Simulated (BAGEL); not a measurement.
# CH5OSi (SMILES [CH2][SiH2]O) at UHF/def2-SVPD (density fitting with qzvpp-jkfit)

Aim: the vertical ionisation energy of CH5OSi at UHF/def2-SVPD (density fitting with qzvpp-jkfit), from 2 runs. 

The calculation is run with BAGEL 1.2.2.

3 further runs of the same task are left out: 1 that didn't finish, 2 set aside as unsound or not needed. Runs told in other sessions of the task aren't counted.

## (1) The structure to begin with

CH5OSi has 8 atoms, charge 0, and is taken as a doublet. As SMILES, `[CH2][SiH2]O`. Geometry: relaxed at PBE0-D4/def2-TZVP. This is one conformer, not always the lowest.

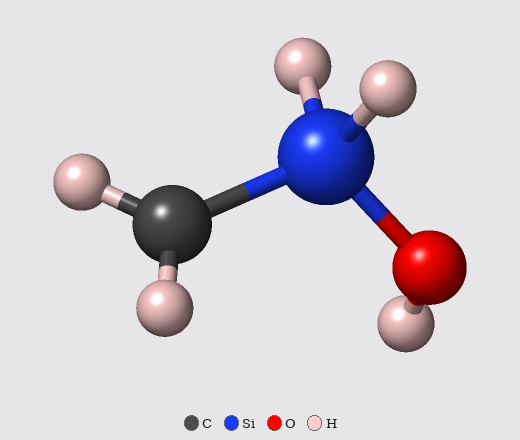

Viewed from a chosen angle; carbon dark grey, silicon blue, oxygen red, hydrogen pink.

## (2) A single-point energy at UHF/def2-SVPD (density fitting with qzvpp-jkfit)

calc.json reads:

```json
{ "bagel": [

{
  "title": "molecule",
  "basis": "def2-svpd.json",
  "df_basis": "qzvpp-jkfit",
  "angstrom": true,
  "geometry": [
    { "atom": "C", "xyz": [   -0.861500,    0.517800,   -0.791400 ] },
    { "atom": "Si", "xyz": [    0.654000,   -0.005200,    0.111100 ] },
    { "atom": "O", "xyz": [    0.302800,   -0.724400,    1.554400 ] },
    { "atom": "H", "xyz": [   -0.970800,    0.416800,   -1.867000 ] },
    { "atom": "H", "xyz": [   -1.703100,    0.991500,   -0.293300 ] },
    { "atom": "H", "xyz": [    1.495600,    1.161100,    0.480600 ] },
    { "atom": "H", "xyz": [    1.431000,   -0.912300,   -0.779800 ] },
    { "atom": "H", "xyz": [   -0.255800,   -1.502300,    1.529400 ] }
  ]
},
{
  "title": "uhf",
  "nopen": 1
},
{
  "title": "print",
  "file": "orbitals.molden",
  "orbitals": true
}

]}
```

The basis set def2-SVPD is read from a file made from the Basis Set Exchange's data (not shown).

Run with:

```
BAGEL_NUM_THREADS=1 BAGEL calc.json > calc.out
```

Output:

```text
* using 1 threads per process

  ===============================================================
  ===============================================================

  *** Geometry ***

  { "atom" : "C", "xyz" : [     -1.627999,      0.978500,     -1.495529 ] },
  { "atom" : "Si", "xyz" : [      1.235881,     -0.009827,      0.209949 ] },
  { "atom" : "O", "xyz" : [      0.572209,     -1.368918,      2.937390 ] },
  { "atom" : "H", "xyz" : [     -1.834546,      0.787638,     -3.528119 ] },
  { "atom" : "H", "xyz" : [     -3.218393,      1.873663,     -0.554257 ] },
  { "atom" : "H", "xyz" : [      2.826274,      2.194161,      0.908202 ] },
  { "atom" : "H", "xyz" : [      2.704198,     -1.723997,     -1.473608 ] },
  { "atom" : "H", "xyz" : [     -0.483392,     -2.838936,      2.890147 ] },

  Number of auxiliary basis functions:      370

  Since a DF basis is specified, we compute 2- and 3-index integrals:
    o Being stored without compression. Storage requirement is 0.034 GB

  Number of basis functions:      107
  Number of electrons      :       33

    * METHOD: MOLECULE                             0.11

  *** Open-shell HF ***

  === Nuclear Repulsion ===
   108.9327533291

      * DIIS with orbital gradients will be used.

  === UHF iteration (def2-svpd.json) ===
      0       -404.16432901          0.03897250           0.07
      1       -404.31531945          0.02855217           0.07
      2       -404.36739324          0.01766872           0.07
      3       -404.40572225          0.00144178           0.07
      4       -404.40631260          0.00039420           0.07
      5       -404.40641118          0.00014256           0.07
      6       -404.40644289          0.00005041           0.08
      7       -404.40645164          0.00001930           0.07
      8       -404.40645316          0.00000697           0.07
      9       -404.40645334          0.00000251           0.07
     10       -404.40645335          0.00000125           0.07
     11       -404.40645335          0.00000063           0.07
     12       -404.40645335          0.00000022           0.07
     13       -404.40645335          0.00000007           0.07
     14       -404.40645335          0.00000002           0.07
     15       -404.40645335          0.00000001           0.06
    * SCF iteration converged.

    * S^2 (UHF) is 0.7603

    * Permanent dipole moment:
           (    0.527693,     0.268436,     0.447177) a.u.

    * METHOD: UHF                                  1.23

    * METHOD: PRINT                                0.01

  ===============================================================
```

Run time: 1.5 s. Hardware: 1 thread of Intel Xeon 6975P-C (Granite Rapids), shared host.

## (3) The singlet cation at the same level

input.json reads:

```json
{ "bagel": [

{
  "title": "molecule",
  "basis": "def2-svpd.json",
  "df_basis": "qzvpp-jkfit",
  "angstrom": true,
  "geometry": [
    { "atom": "C", "xyz": [      -0.861500,       0.517800,      -0.791400 ] },
    { "atom": "Si", "xyz": [       0.654000,      -0.005200,       0.111100 ] },
    { "atom": "O", "xyz": [       0.302800,      -0.724400,       1.554400 ] },
    { "atom": "H", "xyz": [      -0.970800,       0.416800,      -1.867000 ] },
    { "atom": "H", "xyz": [      -1.703100,       0.991500,      -0.293300 ] },
    { "atom": "H", "xyz": [       1.495600,       1.161100,       0.480600 ] },
    { "atom": "H", "xyz": [       1.431000,      -0.912300,      -0.779800 ] },
    { "atom": "H", "xyz": [      -0.255800,      -1.502300,       1.529400 ] }
  ]
},

{
  "title": "hf",
  "charge": 1
},

{
  "title": "print",
  "file": "orbitals.molden",
  "orbitals": true
}

]}
```

The basis set def2-SVPD is read from a file made from the Basis Set Exchange's data (not shown).

Run with:

```
BAGEL_NUM_THREADS=1 BAGEL input.json > input.out
```

Output:

```text
* using 1 threads per process

  ===============================================================
  ===============================================================

  *** Geometry ***

  { "atom" : "C", "xyz" : [     -1.627999,      0.978500,     -1.495529 ] },
  { "atom" : "Si", "xyz" : [      1.235881,     -0.009827,      0.209949 ] },
  { "atom" : "O", "xyz" : [      0.572209,     -1.368918,      2.937390 ] },
  { "atom" : "H", "xyz" : [     -1.834546,      0.787638,     -3.528119 ] },
  { "atom" : "H", "xyz" : [     -3.218393,      1.873663,     -0.554257 ] },
  { "atom" : "H", "xyz" : [      2.826274,      2.194161,      0.908202 ] },
  { "atom" : "H", "xyz" : [      2.704198,     -1.723997,     -1.473608 ] },
  { "atom" : "H", "xyz" : [     -0.483392,     -2.838936,      2.890147 ] },

  Number of auxiliary basis functions:      370

  Since a DF basis is specified, we compute 2- and 3-index integrals:
    o Being stored without compression. Storage requirement is 0.034 GB

  Number of basis functions:      107
  Number of electrons      :       33

    * METHOD: MOLECULE                             0.11

  *** RHF ***

  === Nuclear Repulsion ===
   108.9327533291

      * DIIS with orbital gradients will be used.

  === RHF iteration (def2-svpd.json) ===
      0       -403.83097866          0.02039381           0.03
      1       -403.96758146          0.01581070           0.03
      2       -404.07091347          0.00183160           0.03
      3       -404.07417354          0.00046322           0.03
      4       -404.07444375          0.00017384           0.03
      5       -404.07449136          0.00004950           0.03
      6       -404.07449511          0.00001750           0.03
      7       -404.07449560          0.00000652           0.03
      8       -404.07449566          0.00000240           0.03
      9       -404.07449567          0.00000111           0.03
     10       -404.07449567          0.00000037           0.03
     11       -404.07449567          0.00000014           0.03
     12       -404.07449567          0.00000006           0.03
     13       -404.07449567          0.00000003           0.03
     14       -404.07449567          0.00000001           0.03
     15       -404.07449567          0.00000001           0.03
    * SCF iteration converged.

    * Permanent dipole moment:
           (    1.714133,    -0.578392,     1.891474) a.u.

    * METHOD: HF                                   0.61

    * METHOD: PRINT                                0.01

  ===============================================================
```

Wall time 0.88 s (1 thread of Intel Xeon 6975P-C (Granite Rapids), shared host).

## (4) What came out

At UHF/def2-SVPD (density fitting with qzvpp-jkfit):

```
                                          quantity          value
                      doublet CH5OSi: total energy  -404.40645 Eh
                     doublet CH5OSi: dipole moment         1.89 D
                              doublet CH5OSi: ⟨S²⟩          0.760
                      singlet cation: total energy  -404.07450 Eh
                       singlet cation: HOMO energy      -18.02 eV
                       singlet cation: LUMO energy       -7.51 eV
                     singlet cation: HOMO–LUMO gap       10.51 eV
vertical ionisation energy (to the singlet cation)       9.033 eV
```

**Reading.** Removing an electron at fixed nuclei costs 9.03 eV (872 kJ/mol).
